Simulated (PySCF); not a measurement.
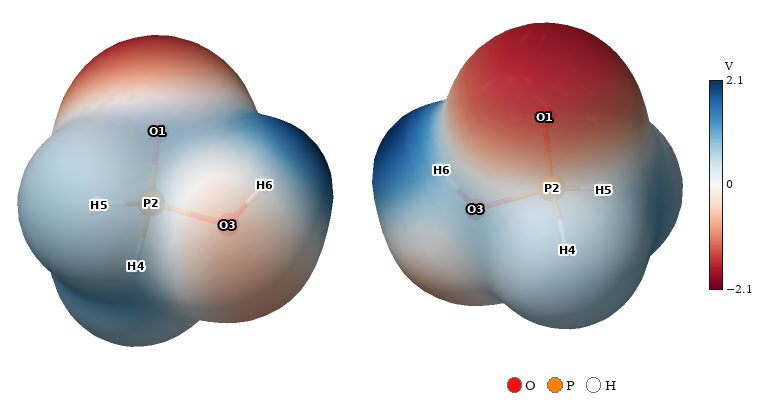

*H$_{3}$O$_{2}$P, SMILES `O=[PH2]O`. Electrostatic potential on the surface of electron density 0.001 a.u. (back view left, front view right).*

Method: BP86/def2-SVP; geometry: GFN2-xTB; program: PySCF. No frequency check shows the geometry to be a minimum. GFN2-xTB bond lengths at metals and heavier atoms can be off by up to 0.1 Å and shapes distorted, which carries into these values.

Input

```python
import numpy as np
from pyscf import gto, scf, dft
from pyscf.scf import atom_ks, atom_hf
from scipy.linalg import block_diag

def solve(mol, dm0=None, hcore=None):
    mf = (dft.UKS if mol.spin else dft.RKS)(mol, xc='bp86')
    mf.grids.level = 3
    mf = mf.density_fit(auxbasis='def2-universal-jkfit')
    mf.conv_tol, mf.max_cycle = 1e-8, 80
    if hcore is not None:
        mf.get_hcore = lambda *args: hcore
    mf.kernel(dm0)
    if not mf.converged:
        mf = mf.newton().run(mf.mo_coeff, mf.mo_occ, max_cycle=30)
    assert mf.converged, 'SCF not converged'
    return mf

mol = gto.M(atom='''
O      1.20570     0.58072    -0.00006
P      0.12364    -0.39598    -0.00001
O     -1.30809     0.31360    -0.00009
H      0.05599    -1.23758     1.09768
H      0.05580    -1.23840    -1.09681
H     -1.14728     1.26107     0.00051
''', basis='def2-svp', charge=0, spin=0, verbose=4)
mf = solve(mol)
mf.analyze()
# spherically averaged free atoms, for the promolecule
atm = atom_ks.get_atm_nrks(mol, xc='bp86')
pro = block_diag(*[(atm[a[0]][2] * atm[a[0]][3]) @ atm[a[0]][2].T for a in mol._atom])
np.savez('result.npz', e=mf.e_tot, c=mf.mo_coeff, occ=mf.mo_occ, eps=mf.mo_energy, pro=pro, dip=mf.dip_moment(verbose=0), s2=mf.spin_square()[0])
```

Run with:

```sh
OMP_NUM_THREADS=1 python input.py
```

The run took 5.1 s on 1 thread of Arm Neoverse V1, on a shared host, peak memory 0.27 GiB.

Partitions, critical points and surface values were worked out afterwards from this run's density.

### Where are the extremes of the potential on the surface?

Highest: 2.08 V, 1.2 Å from H6. Further maxima include 1.27 V, near H4 (1.74 Å) and H5 (1.86 Å), over P2 (2.1 Å); 1.23 V, near H4 (1.73 Å) and H5 (1.86 Å), over P2 (2.1 Å). Lowest: −1.77 V, 1.7 Å from O1. Further minima include −0.78 V, 1.7 Å from O3. The surface is sampled at points, so like sites can differ by a few per cent and only the strongest of them is named.
